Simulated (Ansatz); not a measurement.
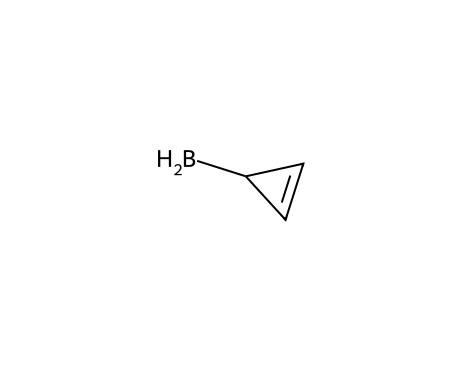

Simulated data, not a measurement (program: Ansatz).

A structural formula.

Write the SMILES.

Answer. BC1C=C1

Give the formula, hydrogens included.

Answer. C3H5B.

An optimisation with PBE0-D4/def2-TZVP gave a structure of which point group?

Answer. Cs.
